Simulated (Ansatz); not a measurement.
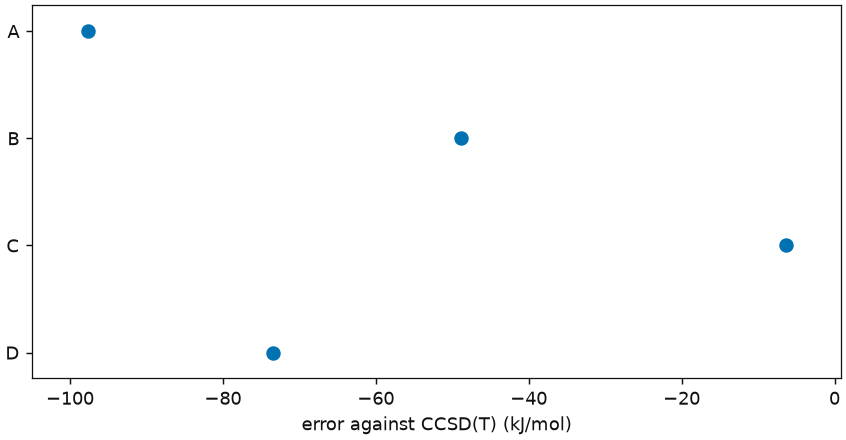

Error in the electronic atomisation energy (method less reference, so positive means overbinding) of Si₂H₅SOF, SMILES O[SiH2]S[SiH2]F: functionals in def2-TZVPP against frozen-core CCSD(T) at the limit (MP2 extrapolated from triple and quadruple zeta, plus CCSD(T) less MP2 in a smaller set), which gives 3499.7 kJ/mol, at a PBE0-D4/def2-TZVP geometry (a minimum by its frequencies), no zero-point or spin-orbit term, the Ansatz code. The reference leaves out core correlation, a term that grows with the number of heavy atoms. Limit means the basis limit.

### The letters stand for CCSD limit, r2SCAN0-D4, revPBE-D4 and ωB97M-V. Which is which?

A: revPBE-D4 (−97.7 kJ/mol); B: CCSD limit (−48.9 kJ/mol); C: ωB97M-V (−6.4 kJ/mol); D: r2SCAN0-D4 (−73.4 kJ/mol).

Limits of at least one run: one conformer of a flexible molecule.
